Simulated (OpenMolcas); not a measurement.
# CH6O3Sn: energy and gradient calculation (part 2 of 2)

The same run, continued: CH6O3Sn; PBE0/def2-SVP, RKS (OpenMolcas 26.06). The geometry comes from this level: PBE0-D4/def2-TZVP.

Geometry of the input (Å):
```
C  -1.6348  0.8215  0.1612
Sn 0.2422  -0.1215  -0.0239
O  0.6584  -1.2741  1.5051
O  1.7180  1.1602  -0.1602
O  0.3586  -1.2599  -1.6145
H  -1.5124  1.7512  0.7149
H  -2.0268  1.0311  -0.8329
H  -2.3142  0.1588  0.6953
H  1.5324  -1.0934  1.8613
H  2.2935  0.9644  -0.9044
H  0.6853  -2.1383  -1.4020
```

The program's output, continued:
```
      Cartesian coordinates in angstrom:
      -----------------------------------------------------
      No.  Label        X            Y            Z
      -----------------------------------------------------
       1   C1        -1.63478000   0.82145000   0.16121000
       2   SN2        0.24222000  -0.12154000  -0.02389000
       3   O3         0.65837000  -1.27406000   1.50512000
       4   O4         1.71800000   1.16019000  -0.16016000
       5   O5         0.35856000  -1.25993000  -1.61446000
       6   H6        -1.51240000   1.75118000   0.71492000
       7   H7        -2.02684000   1.03112000  -0.83293000
       8   H8        -2.31425000   0.15883000   0.69530000
       9   H9         1.53236000  -1.09339000   1.86126000
      10   H10        2.29346000   0.96439000  -0.90437000
      11   H11        0.68530000  -2.13825000  -1.40200000
      -----------------------------------------------------
      Nuclear repulsion energy =  302.22205163
--

++    Orbital specifications:
      -----------------------

      Symmetry species               1
                                     a
      Frozen orbitals                0
      Occupied orbitals             29
      Secondary orbitals            83
      Deleted orbitals               0
      Total number of orbitals     112
      Number of basis functions    112
--

      Molecular charge                           0.000

      Numerical integration parameters
      --------------------------------
      Radial quadrature type:                         MHL
      Size of radial grid:                            99
      Lebedev angular grid:                           41
      Angular grid pruned with the crowding factor:  1.00E+10
                                 and fading factor:  1.00E+01
      Screening threshold for integral computation:   1.00E-11
      Radial quadrature accuracy:                     1.00E-25
      Maximum batch size:                             128
      AO values are stored on disk
      The same grid will be used for all iterations.

      DFT functional specifications
      -----------------------------
      Using Libxc version: 6.2.2
      Please cite the following reference:
      S. Lehtola, C. Steigemann, M. J.T. Oliveira, and M. A.L. Marques.,  SoftwareX 7, 1–5 (2018) doi:10.1016/j.softx.2017.11.002

      * PBEH (PBE0)

++    Optimization specifications:
      ----------------------------

      SCF Algorithm: Conventional
      D(i)-D(i-1) density differences are used
      Number of density matrices in core                 5
      Maximum number of NDDO SCF iterations            400
      Maximum number of HF SCF iterations              400
      Threshold for SCF energy change             1.00E-10
      Threshold for density matrix                1.00E-07
      Threshold for Fock matrix                   1.00E-07
      Threshold for linear dependence             1.00E-09
      Threshold at which DIIS is turned on        1.50E-01
      Maximum depth in the DIIS procedure                5
      Maximum depth in the BFGS Hessian update          30
      Threshold at which QNR/C2DIIS is turned on  7.50E-02
      Threshold for Norm(delta) (QNR/C2DIIS)      1.00E-05
      All orbitals punched on: SCFORB
--

      Input vectors read from INPORB
      Orbital file label: *Guess orbitals

++ Convergence information
                                   PBE0       iterations: Energy and convergence statistics

Iter     Tot. PBE0       One-elec.       Two-elec.     Energy      Max Dij or  Max Fij      DNorm      TNorm      AccCon     Time
         Energy          Energy          Energy        Change      Delta Norm                                                in Sec.
   1  -461.630368366 -1355.535660355   591.683240359   0.00E+00    6.03E-01*   1.69E+01*    1.10E+01   2.19E+02   None         4.
   2  -480.271018748 -1384.907164253   602.414093875  -1.86E+01*   4.72E-01*   1.72E-01*    8.03E+00   2.21E+02   EDIIS        2.
   3  -479.606973417 -1388.150042247   606.321017200   6.64E-01*   1.24E-01*   8.94E-02*    5.36E+00   2.21E+02   EDIIS        2.
   4  -481.203944270 -1382.674089786   599.248093886  -1.60E+00*   7.16E-02*   2.38E-02*    1.69E+00   2.21E+02   c2DIIS       2.
   5  -481.221612587 -1385.461946095   602.018281878  -1.77E-02*   1.18E-01*   1.47E-02*    7.90E-01   2.21E+02   QNRc2DIIS    2.
   6  -481.220685582 -1382.890694502   599.447957290   9.27E-04*   6.22E-02*   1.96E-02*    6.82E-01   2.21E+02   QNRc2DIIS    2.
   7  -481.230910610 -1383.880908726   600.427946486  -1.02E-02*   8.83E-03*   2.58E-03*    3.11E-01   2.21E+02   QNRc2DIIS    2.
   8  -481.231129086 -1384.007228467   600.554047751  -2.18E-04*   1.28E-03*   4.49E-04*    4.80E-02   2.21E+02   QNRc2DIIS    2.
   9  -481.231133877 -1384.040420694   600.587235187  -4.79E-06*   9.12E-04*   9.19E-05*    5.84E-03   2.21E+02   QNRc2DIIS    2.
  10  -481.231134208 -1384.033903172   600.580717334  -3.31E-07*   3.55E-04*   7.43E-05*    5.72E-03   2.21E+02   QNRc2DIIS    2.
  11  -481.231134391 -1384.034828429   600.581642409  -1.82E-07*   1.59E-05*   5.94E-06*    2.16E-03   2.21E+02   QNRc2DIIS    2.
  12  -481.231134391 -1384.034801818   600.581615797  -5.76E-10*   3.23E-06    9.61E-07*    9.68E-05   2.21E+02   QNRc2DIIS    2.
  13  -481.231134391 -1384.034800241   600.581614220  -1.27E-11    1.38E-06    4.32E-07*    1.66E-05   2.21E+02   QNRc2DIIS    2.
  14  -481.231134391 -1384.034801128   600.581615107  -4.89E-12    1.99E-07    5.88E-08     5.78E-06   2.21E+02   QNRc2DIIS    2.

       Convergence after  14 Iterations
--

 *****************************************************************************************************************************
 *                                             SCF/KS-DFT Program, Final results                                             *
 *                                                       Final Results                                                       *
 *****************************************************************************************************************************

::    Total KS-DFT energy                            -481.2311343912
      One-electron energy                           -1384.0348011278
      Two-electron energy                             600.5816151066
      Nuclear repulsion energy                        302.2220516300
      Kinetic energy (interpolated)                   347.7088368324
      Virial theorem                                    1.3840060517
      Total spin, S(S+1)                                0.0000000000
      Total spin, S                                     0.0000000000
      Max non-diagonal density matrix element           0.0000000703
      Max non-diagonal Fock matrix element              0.0000000257

      No orbitals printed

++    Molecular charges:
      ------------------

      Mulliken charges per centre
      ---------------------------

                C1      SN2     O3      O4      O5      H6      H7      H8      H9      H10     H11
      Total    6.3449 21.0198  8.5084  8.5083  8.5084  0.9015  0.9015  0.9015  0.8020  0.8019  0.8020

      N-E     -0.3449  0.9802 -0.5084 -0.5083 -0.5084  0.0985  0.0985  0.0985  0.1980  0.1981  0.1980

      Total electronic charge=   58.000000

      Total            charge=   -0.000000
--

++    Molecular properties:
      ---------------------

      Charge (e):
                      =   -0.0000
      Dipole Moment (debye):
      Origin of the operator (angstrom)=    0.2787   -0.1399   -0.0275
                   X= -8.2300E-02               Y=  4.0149E-02               Z=  7.2205E-03           Total=  9.1855E-02
      Quadrupole Moment (debye*angstrom):
      Origin of the operator (angstrom)=    0.2787   -0.1399   -0.0275
                  XX= -4.2629E+01              XY= -4.3862E+00              XZ= -8.5838E-01              YY= -4.9145E+01
                  YZ=  4.3048E-01              ZZ= -5.1271E+01
      In traceless form (debye*angstrom)
                  XX=  7.5793E+00              XY= -6.5793E+00              XZ= -1.2876E+00              YY= -2.1957E+00
                  YZ=  6.4572E-01              ZZ= -5.3836E+00
--

--- Stop Module: scf /rc=_RC_ALL_IS_WELL_ ---
--- Module scf spent 41 seconds ---

--- Start Module: alaska ---

                                              &ALASKA

                       available to each process: 1.9 GB of memory, 1 thread

                     Threshold for contributions to the gradient: 1.000E-07

                    ********************************************
                    * Symmetry Adapted Cartesian Displacements *
                    ********************************************

           Irreducible representation : a
           Basis function(s) of irrep: x, y, xy, Rz, z, xz, Ry, yz, Rx, I

 Basis Label        Type   Center Phase
   1   C1           x         1     1
   2   C1           y         1     1
   3   C1           z         1     1
   4   SN2          x         2     1
   5   SN2          y         2     1
   6   SN2          z         2     1
   7   O3           x         3     1
   8   O3           y         3     1
   9   O3           z         3     1
  10   O4           x         4     1
  11   O4           y         4     1
  12   O4           z         4     1
  13   O5           x         5     1
  14   O5           y         5     1
  15   O5           z         5     1
  16   H6           x         6     1
  17   H6           y         6     1
  18   H6           z         6     1
  19   H7           x         7     1
  20   H7           y         7     1
  21   H7           z         7     1
  22   H8           x         8     1
  23   H8           y         8     1
  24   H8           z         8     1
  25   H9           x         9     1
  26   H9           y         9     1
  27   H9           z         9     1
  28   H10          x        10     1
  29   H10          y        10     1
  30   H10          z        10     1
  31   H11          x        11     1
  32   H11          y        11     1
  33   H11          z        11     1

                     No automatic utilization of translational and rotational invariance of the energy is employed.

 Rotational correction to the DFT gradient is turned off due to close-to-degeneracy problems!

 DFT contribution computed for a moving grid.

 Conventional ERI gradients!

 **************************************************
 *              Molecular gradients               *
 **************************************************

  Irreducible representation: a
 ------------------------------------------------------------------------------------------
                              X                       Y                       Z
 ------------------------------------------------------------------------------------------
  C1               -2.60461763952513E-03    1.31500662399908E-03    2.62125755235099E-04
  SN2               7.10140948933891E-03   -3.56397293780608E-03   -7.04347038817943E-04
  O3                1.32000779860064E-03    6.74048420789930E-03   -6.27899389887254E-03
  O4               -5.33001419725210E-03   -7.24157960048544E-03   -2.40101315952357E-03
  O5                5.56135645563227E-04    2.23727479265889E-03    9.01632688390208E-03
  H6               -6.49178941982798E-04   -5.27214761645833E-03   -3.03403585972539E-03
  H7                2.27970314939174E-03   -1.12514413564924E-03    5.55688581158620E-03
  H8                3.82523263352263E-03    3.64772909377153E-03   -3.06289062730514E-03
  H9               -3.32496157614326E-03   -9.10292258750722E-04   -1.32451374015252E-03
  H10              -2.03326965106143E-03    8.09758461019605E-04    2.97702846366210E-03
  H11              -1.14044671051605E-03    3.36288336977209E-03   -1.00657258998171E-03
 ------------------------------------------------------------------------------------------

--- Stop Module: alaska /rc=_RC_ALL_IS_WELL_ ---
--- Module alaska spent 23 seconds ---

.##################.
.# Happy landing! #.
.##################.

    Timing: Wall=72.08 User=64.75 System=7.28
```

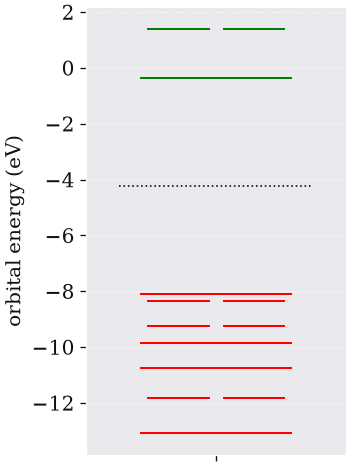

Orbital energies near the frontier; the dotted line parts filled from empty levels, and levels within 0.02 eV of each other stand side by side. Highest filled −8.11 eV, lowest empty −0.37 eV, 7.74 eV apart.
